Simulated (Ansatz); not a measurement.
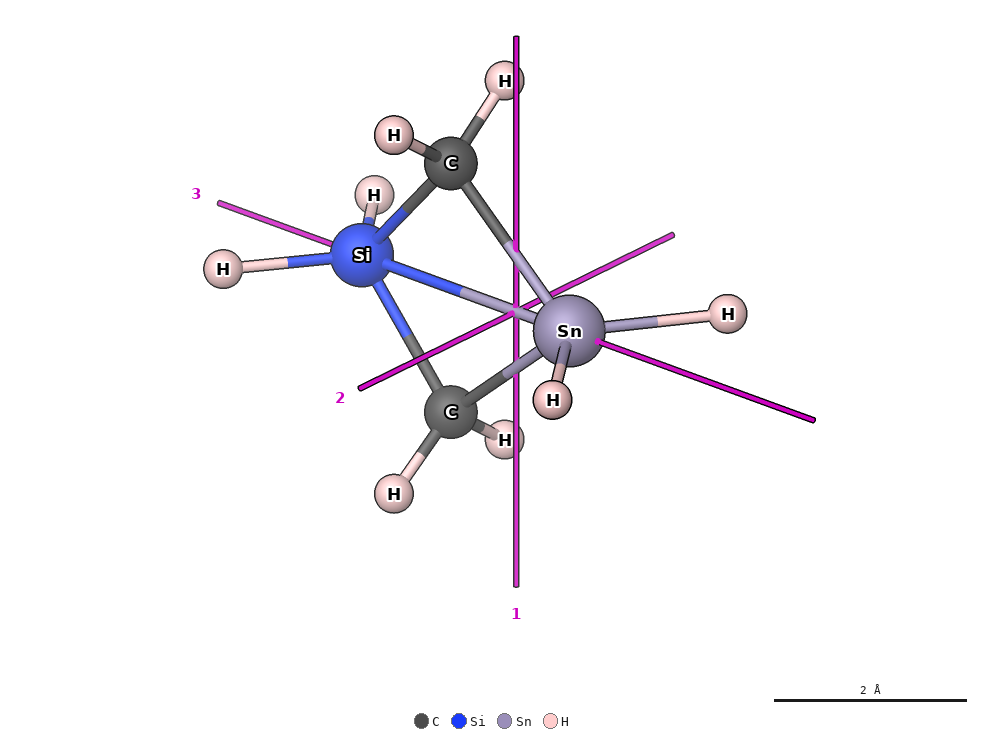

The three principal axes of inertia are drawn and numbered. Atoms fade into the background with distance from the viewer. The computed structure is the end point of a PBE0-D4/def2-TZVP optimisation. No frequency run is at hand to confirm it as a minimum. Masses are those of the most abundant isotopes; constants are for the rigid equilibrium geometry.

Q: Which line is the a axis (least moment of inertia), which b and which c?

A: a is line 3, b is line 1, c is line 2; the moments are 76.8, 249, 305 u Å².

Q: Classify the rotor and give the rotational constants (cm⁻¹).

A: An asymmetric top (C2v): A = 0.220, B = 0.0678, C = 0.0552 cm⁻¹. Ray's parameter κ is −0.85, nearer the prolate limit.
